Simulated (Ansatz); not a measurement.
# doublet C2H2Cl2Si+ at 6 levels

Wanted: a comparison of 6 runs (U-r2SCAN/def2-SVP, U-revPBE/def2-SVP, U-wB97X/def2-SVP, UB2PLYP/def2-SVP, UB3LYP/def2-SVP, UPBE/def2-SVP) of doublet C2H2Cl2Si+. 

Program for the calculation: Ansatz 0.2.0.

63 further runs of the same task are left out: 1 that didn't finish, 62 set aside as unsound or not needed.

**1. The system as given**

C2H2Cl2Si+: 7 atoms, total charge +1, spin state doublet. SMILES of the parent species: `C#C[SiH](Cl)Cl`. Geometry: relaxed at PBE0-D4/def2-TZVP. That shape belongs to the parent species and isn't relaxed for this state.

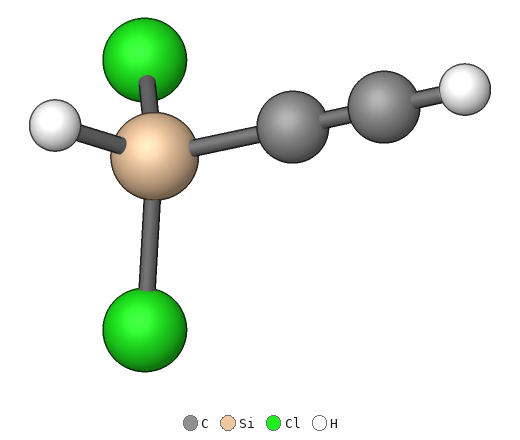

Viewed from a chosen angle; carbon grey, silicon light orange, chlorine green, hydrogen white.

**2. A single-point energy at U-r2SCAN/def2-SVP (run 1)**

job.yaml reads:

```yaml
basis:
  gaussian:
    orbitals: def2-SVP
crystal:
  periodic: [false, false, false]
  atoms:
    - symbol: C
      position_ang: [0.222100, -0.669300, 1.881600]
    - symbol: C
      position_ang: [0.127700, -0.285200, 0.743200]
    - symbol: Si
      position_ang: [0.012700, 0.282700, -0.968900]
    - symbol: Cl
      position_ang: [-1.510600, -0.698400, -1.899200]
    - symbol: Cl
      position_ang: [-0.353700, 2.286200, -0.986900]
    - symbol: H
      position_ang: [0.302500, -1.008200, 2.889500]
    - symbol: H
      position_ang: [1.260700, 0.024000, -1.705100]
total_charge: 1
magnetization:
  spin_polarized: true
  initial_magnetization: 1
hamiltonian:
  xc: {name: r2SCAN}
accuracy: high
output:
  orbitals: {seedname: orbitals}
```

Command:

```bash
$ ansatz run job.yaml --threads 1 --pin off --max-ram 3480MiB --events-out events.jsonl --progress --plain --runs-dir runs
```

Log:

```text
Warning: RAYON_NUM_THREADS=1 ignored (pool sized by the plan → 1); use --threads N
Functional definition: r2SCAN
  name "r2SCAN"
  parameter k0 = 0.174
  parameter k1 = 0.065
  parameter a1 = 4.9479
  exchange = r2scan_x(k0 = k0, k1 = k1, a1 = a1)
  correlation = r2scan_c
1847 factors; integrals over basis functions are off by at most 4.0e-9 eV
mean field evaluation 1: about -34996.3413 eV, gradient 3.5e1 eV
mean field evaluation 2: about -34960.1905 eV, gradient 8.0e1 eV
mean field evaluation 4: about -35000.0491 eV, gradient 2.4e1 eV
mean field evaluation 8: about -35004.3655 eV, gradient 5.9e-1 eV
mean field evaluation 16: about -35004.3595 eV, gradient 5.9e-3 eV
mean field evaluation 32: about -35004.3595 eV, gradient 1.6e-5 eV
mean field evaluation 64: about -35004.3374 eV, gradient 1.6e0 eV
mean field evaluation 96: about -35003.7657 eV, gradient 3.8e-1 eV
mean field -35004.35945968 eV, -1286.3864833364 hartree, gradient 6.4e-8 eV, S^2 0.754196; 10 other end points of the search recorded, 0 dependent functions left out
reference -35004.35946120 eV, -1286.3864833920 hartree; 31, 30 occupied and 61, 62 virtual orbitals, 1847 factors
Total energy: -35004.35946120 eV, -1286.3864833920 hartree
```

Run time: 2.5 min. Hardware: 1 thread of Arm Neoverse V2, shared host; peak memory 0.47 GiB.

**3. The energy at U-revPBE/def2-SVP (run 2)**

molecule.yaml reads:

```yaml
crystal:
  periodic: [false, false, false]
  atoms:
    - {symbol: C, position_ang: [0.222100, -0.669300, 1.881600]}
    - {symbol: C, position_ang: [0.127700, -0.285200, 0.743200]}
    - {symbol: Si, position_ang: [0.012700, 0.282700, -0.968900]}
    - {symbol: Cl, position_ang: [-1.510600, -0.698400, -1.899200]}
    - {symbol: Cl, position_ang: [-0.353700, 2.286200, -0.986900]}
    - {symbol: H, position_ang: [0.302500, -1.008200, 2.889500]}
    - {symbol: H, position_ang: [1.260700, 0.024000, -1.705100]}
basis:
  gaussian: {orbitals: def2-SVP}
accuracy: high
magnetization: {spin_polarized: true, initial_magnetization: 1}
hamiltonian: {xc: {name: revPBE}}
output: {orbitals: {seedname: orbitals}}
total_charge: 1
```

Command:

```bash
$ ansatz run molecule.yaml --threads 1 --pin off --max-ram 3480MiB --events-out events.jsonl --progress --plain --runs-dir runs
```

Log (excerpt; [...] marks lines left out):

```text
Warning: RAYON_NUM_THREADS=1 ignored (pool sized by the plan → 1); use --threads N
Functional definition: revPBE
  name "revPBE"
[...]
1847 factors; integrals over basis functions are off by at most 4.0e-9 eV
[...]
mean field -35001.25930830 eV, -1286.2725548743 hartree, gradient 6.9e-8 eV, S^2 0.751993; 20 other end points of the search recorded, 0 dependent functions left out
reference -35001.25931195 eV, -1286.2725550084 hartree; 31, 30 occupied and 61, 62 virtual orbitals, 1847 factors
Total energy: -35001.25931195 eV, -1286.2725550084 hartree
```

Wall time 56 s (1 thread of Arm Neoverse V2, shared host); peak memory 0.31 GiB.

Runs 3 to 5 aren't shown in full; the table further down has their settings and results.

**4. A single-point energy at UPBE/def2-SVP (run 6)**

input.yaml reads:

```yaml
crystal:
  periodic: [false, false, false]
  atoms:
    - {symbol: C, position_ang: [0.222100, -0.669300, 1.881600]}
    - {symbol: C, position_ang: [0.127700, -0.285200, 0.743200]}
    - {symbol: Si, position_ang: [0.012700, 0.282700, -0.968900]}
    - {symbol: Cl, position_ang: [-1.510600, -0.698400, -1.899200]}
    - {symbol: Cl, position_ang: [-0.353700, 2.286200, -0.986900]}
    - {symbol: H, position_ang: [0.302500, -1.008200, 2.889500]}
    - {symbol: H, position_ang: [1.260700, 0.024000, -1.705100]}
basis:
  gaussian:
    orbitals: def2-SVP
accuracy: high
output: {orbitals: {seedname: orbitals}}
magnetization:
  spin_polarized: true
  initial_magnetization: 1
hamiltonian:
  xc: {name: PBE}
total_charge: 1
```

Command:

```bash
$ ansatz run input.yaml --threads 1 --pin off --max-ram 3480MiB --events-out events.jsonl --progress --plain --runs-dir runs
```

Log (excerpt; [...] marks lines left out):

```text
Warning: RAYON_NUM_THREADS=1 ignored (pool sized by the plan → 1); use --threads N
Functional definition: PBE
  name "PBE"
[...]
1847 factors; integrals over basis functions are off by at most 4.0e-9 eV
[...]
mean field -34990.95332966 eV, -1285.8938171451 hartree, gradient 8.6e-8 eV, S^2 0.751799; 10 other end points of the search recorded, 0 dependent functions left out
reference -34990.95333260 eV, -1285.8938172529 hartree; 31, 30 occupied and 61, 62 virtual orbitals, 1847 factors
Total energy: -34990.95333260 eV, -1285.8938172529 hartree
```

Wall time 42 s (1 thread of Arm Neoverse V2, shared host); peak memory 0.3 GiB.

**5. The series**

| run | level | frozen core orbitals | energy (Eh) | HOMO energy (eV) | LUMO energy (eV) | ⟨S²⟩ | wall time |
| --- | --- | --- | --- | --- | --- | --- | --- |
| 1 | U-r2SCAN/def2-SVP | – | -1286.386483 | -13.56 | -13.39 | 0.754 | 2.5 min |
| 2 | U-revPBE/def2-SVP | – | -1286.272555 | -13.21 | -13.18 | 0.752 | 56 s |
| 3 | U-wB97X/def2-SVP | – | -1286.464939 | -16.40 | -11.27 | 0.756 | 3.5 min |
| 4 | UB2PLYP/def2-SVP | 17 | -1285.997998 | -15.09 | -11.76 | 0.755 | 58 s |
| 5 | UB3LYP/def2-SVP | – | -1286.558425 | -14.26 | -12.93 | 0.755 | 57 s |
| 6 | UPBE/def2-SVP | – | -1285.893817 | -13.24 | -13.23 | 0.752 | 42 s |

**6. Outcome**

| quantity | value |
| --- | --- |
| run 6: total energy | -1285.89382 Eh |
| run 6: HOMO energy (highest over α and β) | -13.24 eV |
| run 6: LUMO energy (lowest over α and β) | -13.23 eV |
| run 6: ⟨S²⟩ | 0.752 |

In words: Totals of different functionals can't be ranked against each other. All runs together took 9.6 min, the longest 3.5 min.
